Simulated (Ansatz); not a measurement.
**CH5GaO: density, localisation and related maps**

```xyz
8

Ga   -1.1182   -0.2112   -0.8274
C     0.6647    0.2917    0.4989
O    -0.6441   -1.8232   -0.5225
H     0.2032   -0.9165    0.1276
H    -1.8524    1.0393   -1.3341
H     0.1238    0.8816    1.2443
H     1.1508    0.9574   -0.2206
H     1.4722   -0.2192    1.0338
```

A transition-state structure; geometry: PBE0-D4/def2-TZVP.

Computed with RKS PBE0-D4/def2-TZVPP in Ansatz.

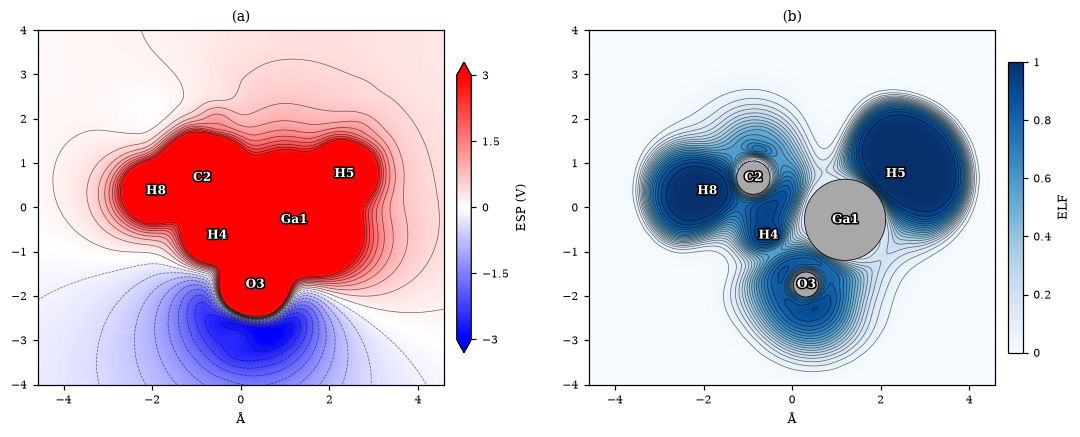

Figure 1. (a) electrostatic potential; (b) electron localisation function on the plane of atoms O3, Ga1 and H5. Grey discs cover the atomic cores in the ELF map.

Describe what can be read from this map.

Answer. The section cuts through Ga, C, O and H sites.
Ga–O (1.71 Å): the ELF peaks at about 0.80 in the valence shell of O, 0.6 Å from its nucleus, and is about 0.25 at the midpoint.
C–Ga (2.28 Å): the ELF peaks at about 0.85 in the valence shell of C, 0.7 Å from its nucleus, and is about 0.45 at the midpoint.
C–H (1.10 Å): the ELF climbs to about 1 towards the hydrogen, as it does in any bond to H; a covalent bond by its length.
Ga–H (1.54 Å): the ELF climbs to about 1 towards the hydrogen.
The ELF also peaks beside O3, away from the bonds: lone-pair regions.
Outside the dense part of the molecule the potential is most negative (−3.1 V) near O3.

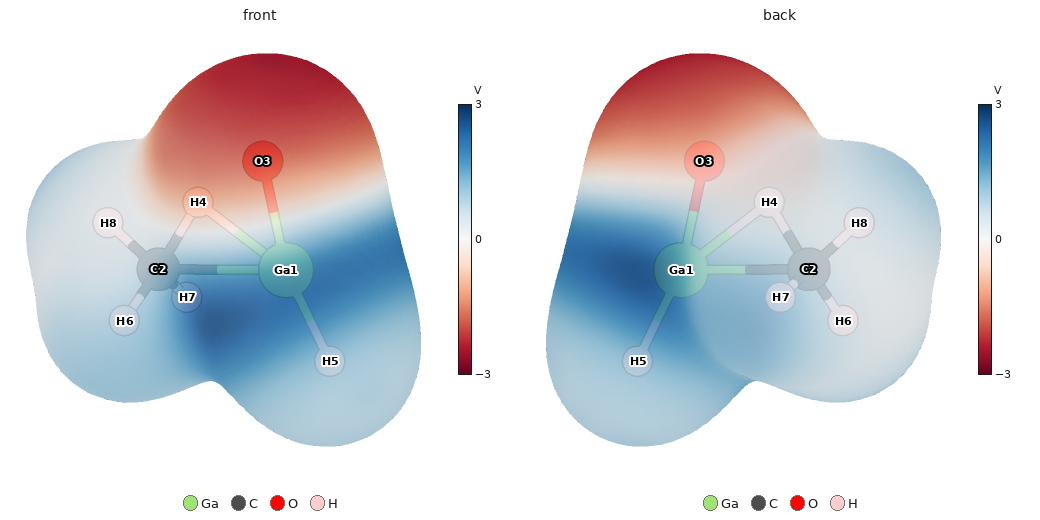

Figure 2. The electrostatic potential painted on the density surface at 0.002 e/bohr³, seen from the front and from behind; red is negative and blue positive.

Where is the surface potential most negative and most positive?

Answer. The most negative region (about −2.5 V) lies over O3, the most positive (about +2.7 V) over Ga1. O3 is the likeliest acceptor of a hydrogen bond.

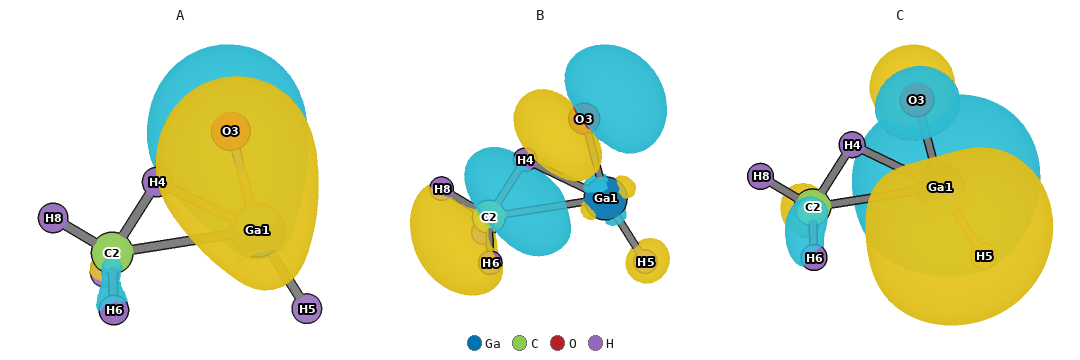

Figure 3. Three frontier orbitals at ±0.08 Å⁻³ᐟ² (yellow and cyan are the two phases), in no order.

Which picture is the HOMO−1, the HOMO and the LUMO?

Answer. A is the HOMO−1 (−7.61 eV). By Hirshfeld shares it lies mainly on O3 (about 75 %) and Ga1 (about 20 %). B is the HOMO (−6.58 eV). Its weight (Hirshfeld) is mainly on O3 (about 55 %), C2 (about 25 %) and Ga1 (about 10 %). C is the LUMO (−1.07 eV). It lies mainly on Ga1 (about 75 %), O3 (about 10 %) and H5 (about 10 %).

What is the HOMO–LUMO gap?

Answer. 5.51 eV between the orbital energies.

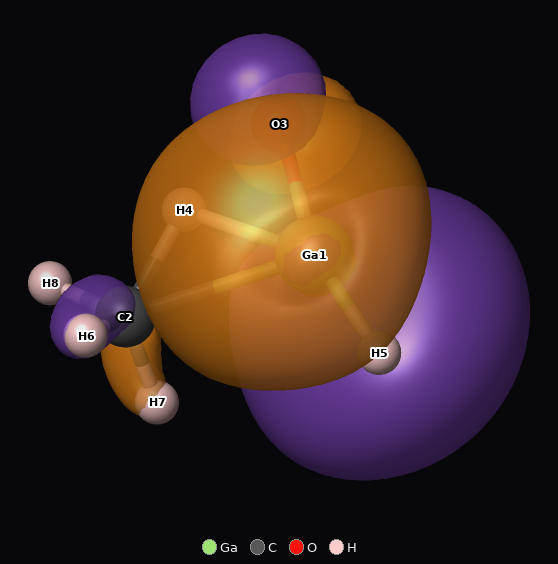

Figure 4. The LUMO at ±0.08 Å⁻³ᐟ² (orange and purple are the two phases), seen at a tilt.

What is the character of this orbital?

Answer. By Hirshfeld shares it lies mainly on Ga1 (about 75 %), O3 (about 10 %) and H5 (about 10 %). Its energy is −1.07 eV.
